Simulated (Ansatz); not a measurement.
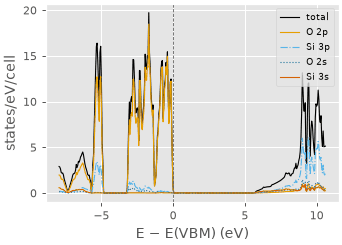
*Total and projected density of states of SiO$_{2}$ in space group Ama2 (No. 40; Si on 8c, O on 4a, O on 8c, O on 4b), plane-wave PAW LDA (Ansatz code)*

**Question.** Which orbitals carry the states next to the gap?

**Answer.** Top 1 eV of the valence band: O 2p 96 %. Bottom 1 eV of the conduction band: Si 3s 36 %, O 2s 19 %, Si 3p 17 %, outside the projected shells 24 %. Projections are on Löwdin-orthogonalised atomic valence shells; empty p or d shells of many metals are not among them.

**Question.** Where is the tallest occupied peak in this window, and what makes it?

**Answer.** Near -1.7 eV, about 20 states/eV per cell; the largest projected share is O 2p.

The workflow started from a Materials Project entry (that database holds measured and hypothetical structures alike); the Crystallography Open Database copy checked does not list it. It is not the phase usual at ambient conditions (space group No. 92, 152, 154). The LDA relaxation kept the symmetry of its start; phonons on a q-mesh show no instability.

Potentials: the later of the program's two PAW sets.
